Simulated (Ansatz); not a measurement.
**C₃H₂AlO (SMILES [O+]#C[C]1=[Al-2][CH2]1) (charge −1): density, localisation and related maps**

```xyz
7

C    -1.2242    1.4390   -0.7967
C    -0.5397    0.5282   -0.2339
C     0.3034   -0.6719   -0.1195
Al   -1.6362   -1.2395   -0.5067
O    -1.8734    2.3685   -1.2288
H     1.0963   -0.7808   -0.8794
H     0.7154   -0.8467    0.8866
```

Geometry: B3LYP-D3(BJ)/def2-SVPD.

Level of theory: Ansatz 0.2.0, isolated molecule in a Gaussian basis; Kohn-Sham density functional theory, functional PBE0.

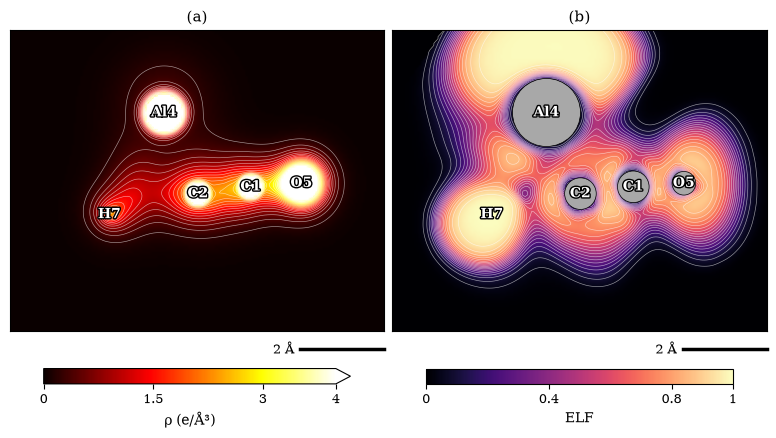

Figure 1. (a) total electron density; (b) electron localisation function on the plane of atoms C1, C2 and Al4. Grey discs cover the atomic cores in the ELF map.

What do the fields say about this system?

The section cuts through C, Al, O and H sites.
C–O (1.21 Å): the density is about 3.3 e/Å³ at the midpoint; the ELF peaks at about 0.85 between the atoms: a short, multiple covalent bond.
C–C (1.27 Å): ρ at the midpoint is about 2.4 e/Å³; the ELF peaks at about 0.85 between the atoms; a multiple bond.
C–Al (2.10 Å): ρ at the midpoint is about 0.43 e/Å³; the ELF peaks at about 0.70 in the valence shell of C, 0.7 Å from its nucleus, and is about 0.45 at the midpoint.
The ELF also peaks beside O5, away from the bonds: lone-pair regions.

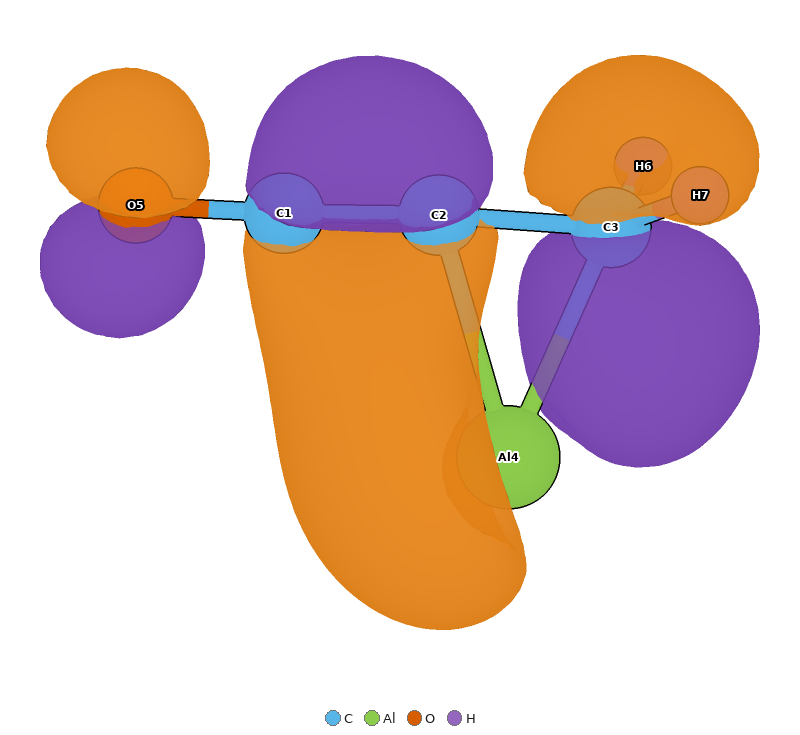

Figure 2. The HOMO at ±0.1 Å⁻³ᐟ² (orange and purple are the two phases), seen across its widest extent.

What is the character of this orbital?

Its weight (Hirshfeld) is mainly on Al4 (about 30 %), C3 (about 25 %), O5 (about 15 %), C2 (about 15 %) and C1 (about 10 %). Its energy is −0.83 eV.
